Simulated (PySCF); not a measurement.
Vertical excitations of a molecule CH5NO2Si2 from TDA-PBE/def2-SVPD (PySCF), as energy in eV (oscillator strength): 5.57 (0.006), 5.76 (0.006), 5.83 (0.011), 6.02 (0.007), 6.34 (0.022), 6.57 (0.014), 6.59 (0.005), 6.70 (0.004), 6.72 (0.009), 6.80 (0.012). Lowest triplet (TDA): 5.27 eV. Geometry optimised at PBE0-D3(BJ)/def2-SVP. Other conformers were not sampled.

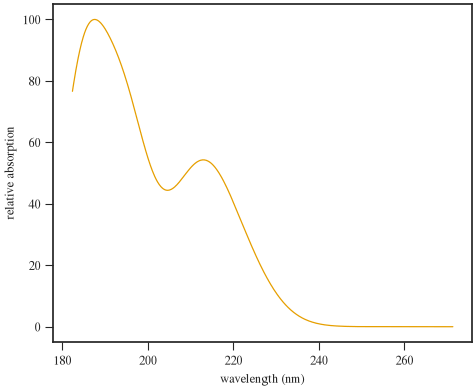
Figure. The lines broadened by 0.4 eV.

Question: Pick the molecule that these values belong to.
(A) N#CO[SiH2]O[SiH3]
(B) O=C=N[SiH2]O[SiH3]
(C) O[Si@]1([SiH3])N=CO1
(D) N#CO[Si@H](O)[SiH3]

Answer: D, N#CO[Si@H](O)[SiH3]
